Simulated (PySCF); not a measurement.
# H$_{4}$Sn, SMILES `[SnH4]`: electronic structure

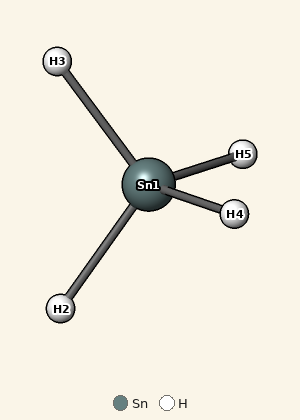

The molecule, with its atoms numbered as below. No frequency check shows the geometry to be a minimum.

Coordinates in Å:

```
Sn1     -0.0000    0.0000    0.0000
H2      -0.9460   -1.2436   -0.4929
H3      -0.9460    1.2436    0.4929
H4       0.9462   -0.4930    1.2435
H5       0.9462    0.4930   -1.2435
```

## 1. Bonding charge

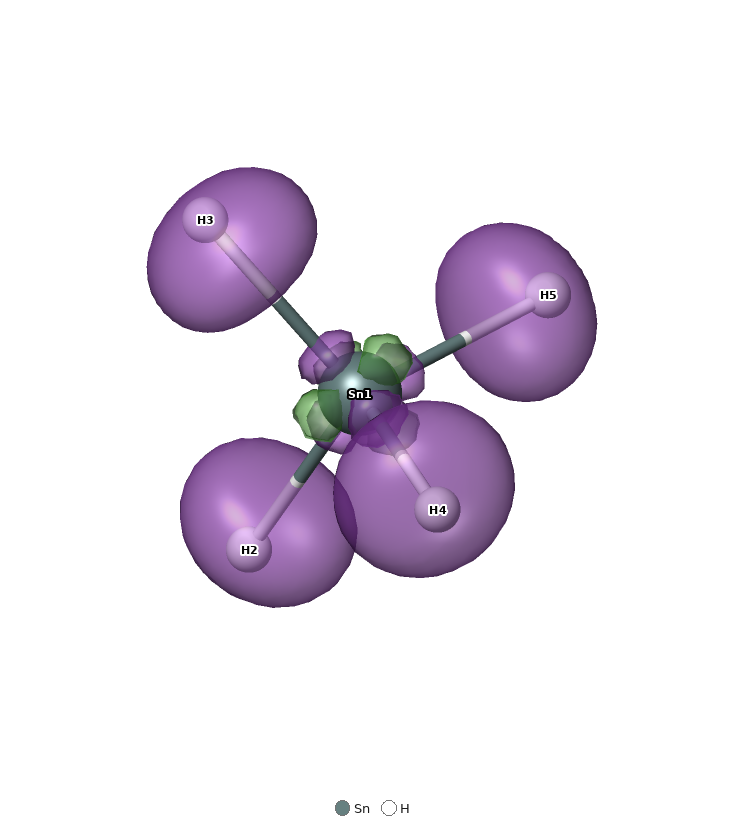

Deformation density (molecule less spherical, spin-averaged free atoms at the same positions), surfaces at ±0.1 e/Å³; purple: gain, green: loss.

Computed with PySCF, HF/def2-SVPD, geometry: GFN2-xTB. Core potentials replace the inner electrons of Sn; spin–orbit coupling isn't included.

**Describe the bonding that the map shows.**

Sn1–H2, Sn1–H3, Sn1–H4 and Sn1–H5: +0.19 e/Å³ at the bond critical point (bond length 1.64 Å). In all, 1.0 electrons gather in the regions of gain relative to the promolecule.

**Where do the Hirshfeld charges lie?**

The highest Hirshfeld charge is on Sn1 (+0.41 e), the lowest on H2, H3, H4 and H5 (−0.10 e).

## 2. Bond critical points

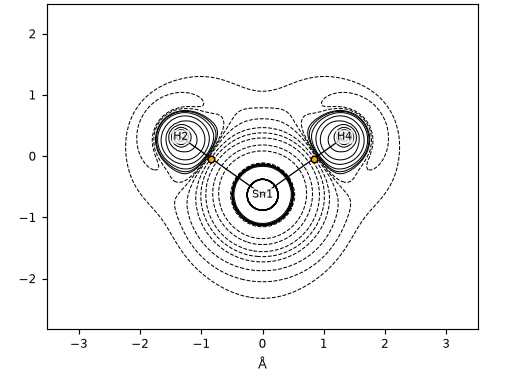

Negative Laplacian of the density (−∇²ρ) in the plane of Sn1, H2 and H4 (solid lines positive, dashed lines negative, contours at ±0.02 to ±8 a.u.), with bond paths and bond critical points (dots).

**At which bond critical points in this plane is charge locally concentrated, and at which depleted?**

At none is it concentrated. Depleted (∇²ρ > 0): Sn1–H2 and Sn1–H4 (+0.22 a.u., H = −0.056).

**Where along Sn1–H2 does the critical point lie?**

1.03 Å from Sn1 and 0.61 Å from H2.

## 3. Local ionisation energy

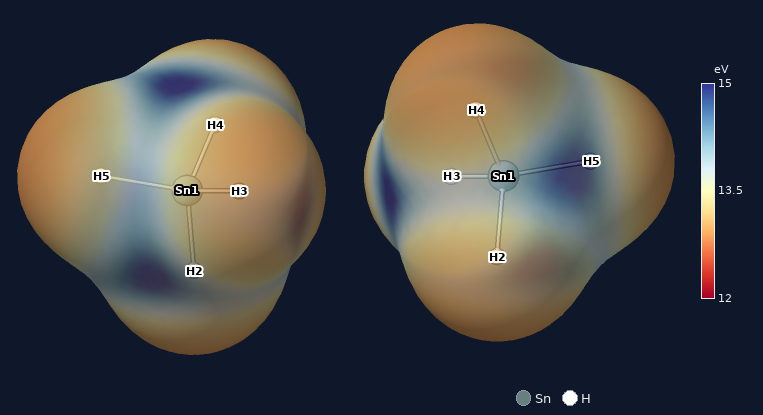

Average local ionisation energy on the surface of electron density 0.001 a.u. (back view left, front view right).

**Locate the minima of the map.**

The lowest value is 12.9 eV, 1.5 Å from H4, and at like points elsewhere. For comparison, the highest occupied orbital lies at −12.3 eV.

**What volume does the surface enclose, and what is the dipole moment?**

About 74 Å³; the dipole moment is 0.0 D.

## 4. In an electric field

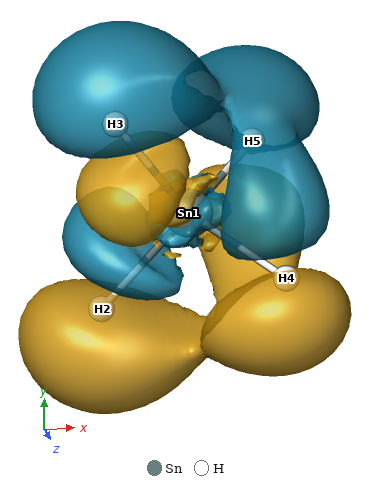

Change of the electron density in a uniform field of 0.26 V/Å, surfaces at ±0.0015 e/Å³ (yellow: gain, teal: loss).

PySCF calculation, PBE/def2-SVPD, gas phase; geometry: GFN2-xTB. Core potentials replace the inner electrons of Sn; spin–orbit coupling isn't included.

The field was applied in both directions; the picture shows the one opposite to the script's first.

**Along which Cartesian direction does the field point?**

Along +y: electrons gather on the −y side, against the field.

**How large is the response?**

The induced dipole is 0.55 D (along the field); α along this axis, from the fields in both directions, is 43 bohr³ (6.4 Å³).

The PySCF runs shown took 0.7 s and 4.8 s on 1 thread of Intel(R) Xeon(R) 6975P-C (Granite Rapids) (shared host).
